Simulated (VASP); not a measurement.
# A VASP study of Sc2SiO (r2SCAN): structure first, properties next, part 3 of 3

Aim: relax Sc2SiO, then compute properties on the relaxed cell. The cell is invented: it takes the structure of a Materials Project entry for Sc2CO (space group 166 there), with some of its atoms replaced by other elements, volume scaled by an estimate. It may not be a known or stable phase.

VASP 6.6.1; r2SCAN; plane waves and PAW (Sc_sv, Si, O); invented cell.

So far. Step 3 (Full relaxation (r2SCAN)): It ends with a largest force of 0.001 eV/Å and a pressure of 0.02 GPa. Step 4 (Density, ELF and potential (r2SCAN)): In this run the pressure is 0.04 GPa, small enough to go on. The relaxed cell has a = 3.226, c = 19.671 Å (conventional setting).

### Step 5. Bands along the symmetry lines (r2SCAN)

Levels along the symmetry lines show where the bands peak and cross; KPOINTS_OPT computes them in the converged potential.

Input file INCAR:

```
SYSTEM = Sc2SiO
PREC = Accurate
ENCUT = 520
EDIFF = 1E-06
NELM = 100
ISMEAR = 0
SIGMA = 0.05
LREAL = .FALSE.
ALGO = Normal
METAGGA = R2SCAN
LASPH = .TRUE.
NBANDS = 30
LORBIT = 11
LWAVE = .FALSE.
LCHARG = .FALSE.
KPAR = 2
```

Input file POSCAR:

```
Sc2SiO
1.0
    1.6129827563      0.9312554067      6.5571595377
   -1.6129827563      0.9312554067      6.5571595377
    0.0000000000     -1.8625119406      6.5571595698
Sc Si O
2 1 1
Direct
    0.2684413059      0.2684413059      0.2684413065
    0.7315586941      0.7315586941      0.7315586935
    0.5000000000      0.5000000000      0.5000000000
    0.0000000000      0.0000000000      0.0000000000
```

Input file KPOINTS:

```
Automatic mesh
0
Gamma
8 8 8
0 0 0
```

Input file KPOINTS_OPT:

```
Line mode
16
Line-mode
Reciprocal
  0.00000000   0.00000000   0.00000000 GAMMA
  0.50000000   0.00000000   0.00000000 L

  0.50000000   0.00000000   0.00000000 L
  0.50000000   0.18011335  -0.18011335 B1

  0.81988665   0.50000000   0.18011335 B
  0.50000000   0.50000000   0.50000000 Z

  0.50000000   0.50000000   0.50000000 Z
  0.00000000   0.00000000   0.00000000 GAMMA

  0.00000000   0.00000000   0.00000000 GAMMA
  0.34005668   0.00000000  -0.34005668 X

  0.65994332   0.34005668   0.00000000 Q
  0.50000000   0.50000000   0.00000000 F

  0.50000000   0.50000000   0.00000000 F
  0.65994332   0.65994332   0.18011335 P1

  0.65994332   0.65994332   0.18011335 P1
  0.50000000   0.50000000   0.50000000 Z

  0.50000000   0.00000000   0.00000000 L
  0.81988665   0.34005668   0.34005668 P
```

PAW data sets: Sc_sv, Si and O (PBE family, release 64).

The run is started by

```bash
> mpirun -np 2 vasp_std
```

What it wrote:

```text
[... set-up lines as in an earlier step ...]
 entering main loop
       N       E                     dE             d eps       ncg     rms          rms(c)
DAV:   1     0.389227717253E+03    0.38923E+03   -0.14382E+04  3940   0.116E+03
DAV:   2    -0.226280556043E+02   -0.41186E+03   -0.39234E+03  3916   0.420E+02
DAV:   3    -0.553820577669E+02   -0.32754E+02   -0.30894E+02  5852   0.122E+02
DAV:   4    -0.564946289843E+02   -0.11126E+01   -0.11031E+01  6238   0.228E+01
DAV:   5    -0.565013935094E+02   -0.67645E-02   -0.67635E-02  5856   0.230E+00    0.171E+01
DAV:   6    -0.445066955969E+02    0.11995E+02   -0.10144E+01  5620   0.398E+01    0.481E+00
DAV:   7    -0.446870829703E+02   -0.18039E+00   -0.10021E+00  5132   0.671E+00    0.341E+00
DAV:   8    -0.447352975024E+02   -0.48215E-01   -0.36266E-01  5218   0.396E+00    0.189E+00
DAV:   9    -0.446885483307E+02    0.46749E-01   -0.73641E-02  6002   0.191E+00    0.486E-01
DAV:  10    -0.446850683158E+02    0.34800E-02   -0.22546E-02  5512   0.834E-01    0.154E-01
DAV:  11    -0.446850314739E+02    0.36842E-04   -0.88252E-04  5920   0.315E-01    0.394E-02
DAV:  12    -0.446850526418E+02   -0.21168E-04   -0.97135E-05  5582   0.913E-02    0.235E-02
DAV:  13    -0.446850562716E+02   -0.36298E-05   -0.12239E-05  5182   0.316E-02    0.158E-02
DAV:  14    -0.446850538310E+02    0.24405E-05   -0.83489E-06  5246   0.206E-02    0.258E-03
DAV:  15    -0.446850541078E+02   -0.27674E-06   -0.85073E-07  2912   0.709E-03
   1 F= -.44685054E+02 E0= -.44683629E+02  d E =-.285112E-02
 Start KPOINTS_OPT (optional k-point list driver)
k-point batch [1-65\144]
       N       E                     dE             ncg
DAV:   1    -0.949341502390E+03   -0.44594E+05     3916
DAV:   2    -0.269651345938E+05   -0.26016E+05     3900
DAV:   3    -0.288201841482E+05   -0.18550E+04     5422
DAV:   4    -0.288920115284E+05   -0.71827E+02     6048
DAV:   5    -0.288924364661E+05   -0.42494E+00     5498
DAV:   6    -0.288924488737E+05   -0.12408E-01     5928
DAV:   7    -0.288924491617E+05   -0.28797E-03     5442
DAV:   8    -0.288924491657E+05   -0.40158E-05     3746
DAV:   9    -0.288924491661E+05   -0.40967E-06     2868
[...]
k-point batch [131-144\144]
       N       E                     dE             ncg
DAV:   1     0.546162217640E+05   -0.17792E+05      848
DAV:   2     0.488913982727E+05   -0.57248E+04      840
DAV:   3     0.485023312982E+05   -0.38907E+03     1150
DAV:   4     0.484902240514E+05   -0.12107E+02     1284
DAV:   5     0.484901608312E+05   -0.63220E-01     1174
DAV:   6     0.484901597455E+05   -0.10857E-02     1280
DAV:   7     0.484901597154E+05   -0.30037E-04     1132
DAV:   8     0.484901597146E+05   -0.87434E-06      816
```

Elapsed: 18 min, on 2 MPI ranks of Intel Xeon 6975P-C (Granite Rapids), shared host; peak memory 1.1 GiB.

From OUTCAR (step 5):

```text
   k-points           NKPTS =     65   k-points in BZ     NKDIM =     65   number of bands    NBANDS=     30

   NELECT =      32.0000    total number of electrons

 E-fermi :   7.3637

 k-point     1 :       0.0000    0.0000    0.0000
  band No.  band energies     occupation
    ...
     11      -0.4655      2.00000
     12       0.9506      2.00000
     13       0.9506      2.00000
     14       4.2644      2.00000
     15       6.6760      2.00000
     16       8.3301      0.00000
     17       8.3301      0.00000
     18       8.6918      0.00000
     19       9.2292      0.00000
     20       9.2292      0.00000
    ...

  Total        0.0343635      0.0343635     -0.0315705      0.0000000      0.0000000      0.0000000
  in kB        0.9316270      0.9316265     -0.8559054      0.0000000      0.0000000      0.0000000
  external PRESSURE =       0.3357827 kB  Pullay stress =       0.0000000 kB

 POSITION                                       TOTAL-FORCE (eV/Angst)
 -----------------------------------------------------------------------------------
      0.00000     -0.00000      5.28064         0.000000      0.000000     -0.000388
      0.00000     -0.00000     14.39084         0.000000     -0.000000      0.000388
      0.00000     -0.00000      9.83574        -0.000000     -0.000000     -0.000000
      0.00000      0.00000      0.00000         0.000000     -0.000000     -0.000000
 -----------------------------------------------------------------------------------
    total drift:                                0.000000     -0.000000     -0.000000

  FREE ENERGIE OF THE ION-ELECTRON SYSTEM (eV)
  ---------------------------------------------------
  free  energy   TOTEN  =       -44.6850541078 eV

  energy  without entropy=      -44.6822029839  energy(sigma->0) =      -44.68362855

[... 7 parts as in an earlier step ...]

[... 9 further parts left out ...]
```

This step gave:

* bands: 30
* pressure: 0.03358 GPa

Electronic bands along the path, in eV, zero at the Fermi level; # counts the bands kept, so #1 is VASP's band 10:

| point | #4 | #5 | #6 | #7 | #8 | #9 | #10 | #11 |
| --- | --- | --- | --- | --- | --- | --- | --- | --- |
| Γ | -6.41 | -3.10 | -0.69 | 0.97 | 0.97 | 1.33 | 1.87 | 1.87 |
| L | -6.57 | -5.02 | -2.82 | -0.84 | 0.31 | 0.54 | 1.60 | 2.61 |
| B1 | -6.69 | -3.81 | -3.55 | -2.63 | 0.62 | 0.95 | 1.58 | 1.66 |
| jump to B | -6.69 | -3.81 | -3.55 | -2.63 | 0.62 | 0.95 | 1.58 | 1.66 |
| Z | -6.41 | -4.52 | 0.36 | 0.84 | 0.85 | 0.85 | 1.69 | 1.69 |
| Γ | -6.41 | -3.10 | -0.69 | 0.97 | 0.97 | 1.33 | 1.87 | 1.87 |
| X | -6.69 | -3.74 | -3.65 | -2.63 | 0.62 | 1.08 | 1.28 | 1.84 |
| jump to Q | -6.69 | -3.74 | -3.65 | -2.63 | 0.62 | 1.08 | 1.28 | 1.84 |
| F | -6.58 | -4.77 | -2.48 | -1.70 | 0.73 | 1.44 | 1.47 | 2.40 |
| P1 | -6.58 | -4.79 | -2.55 | -1.55 | 0.70 | 1.15 | 1.61 | 2.41 |
| Z | -6.41 | -4.52 | 0.36 | 0.84 | 0.85 | 0.85 | 1.69 | 1.69 |
| jump to L | -6.57 | -5.02 | -2.82 | -0.84 | 0.31 | 0.54 | 1.60 | 2.61 |
| P | -6.58 | -4.79 | -2.55 | -1.55 | 0.70 | 1.15 | 1.61 | 2.41 |

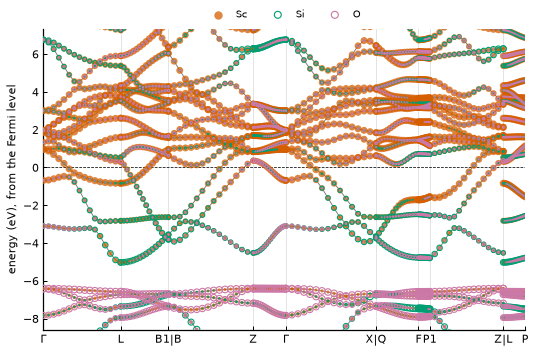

Electronic bands along the path; dots are coloured as in the legend, and their area grows with the weight.

There is no gap at this level.

Of the bands kept, 3 cross the Fermi level on this path.

### Step 6. Density of states (r2SCAN)

A density of states needs more k-points than a total energy; ISMEAR = -5 takes tetrahedra, and LORBIT projects the states on the PAW spheres. The mesh is finer than in the run before.

Edit INCAR of step 5 so:

```diff
@@ -5,3 +5,3 @@
 NELM = 100
-ISMEAR = 0
+ISMEAR = -5
 SIGMA = 0.05
@@ -16 +16,2 @@
 KPAR = 2
+NEDOS = 2001
```

POSCAR is that of step 5.

Input file KPOINTS:

```
Automatic mesh
0
Gamma
12 12 12
0 0 0
```

The run is started by

```bash
> mpirun -np 2 vasp_std
```

What it wrote:

```text
[... set-up lines as in an earlier step ...]
 entering main loop
       N       E                     dE             d eps       ncg     rms          rms(c)
DAV:   1     0.388014436386E+03    0.38801E+03   -0.14380E+04 11396   0.116E+03
DAV:   2    -0.226889798634E+02   -0.41070E+03   -0.39064E+03 11380   0.420E+02
DAV:   3    -0.554201318054E+02   -0.32731E+02   -0.31046E+02 17182   0.123E+02
DAV:   4    -0.564903395386E+02   -0.10702E+01   -0.10640E+01 18040   0.231E+01
[...]
DAV:  13    -0.446779009881E+02   -0.36955E-05   -0.13322E-05 16898   0.343E-02    0.180E-02
DAV:  14    -0.446778953019E+02    0.56862E-05   -0.11509E-05 16302   0.240E-02    0.250E-03
DAV:  15    -0.446778955855E+02   -0.28356E-06   -0.10229E-06  8998   0.779E-03
```

The job ended after 24 min (2 MPI ranks).

The run was cut off at its time limit.

More ranks or a longer limit would be the way on.

### Step 7. Outcome

```yaml
relaxed_volume: 14.77 Å³/atom
relaxed_conventional_cell_a_b_c: 3.226, 3.226, 19.671 Å; angles 90.0, 90.0, 120.0°
space_group_after_relaxing_within_0p02_a: R-3m (No. 166)
band_gap: none, a metal
```

With r2SCAN, Sc2SiO relaxes to 14.77 Å³/atom in space group R-3m (held by the symmetry of the run) and comes out as a metal. Not obtained: density of states (r2SCAN), because the run hit its time limit. Bands along the symmetry lines (r2SCAN): Of the bands kept, 3 cross the Fermi level on this path. No search among competing phases was made. All values are for a static lattice at zero temperature.

[Lines on the potential files, build, host, timing and source positions are cut from VASP's logs without a mark.]

[Logs are printed without paths, hosts, clocks, repeated set-up lines and the standing remarks that a program may print on its own settings, such as how far it seeks lower states.]

[Hosts, paths, dates, database ids (printed as entryN), source tags and the programs' standing remarks are cut or masked in the printed files.]

[A measured line is paired with the nearest computed mode of its activity, which favours agreement.]
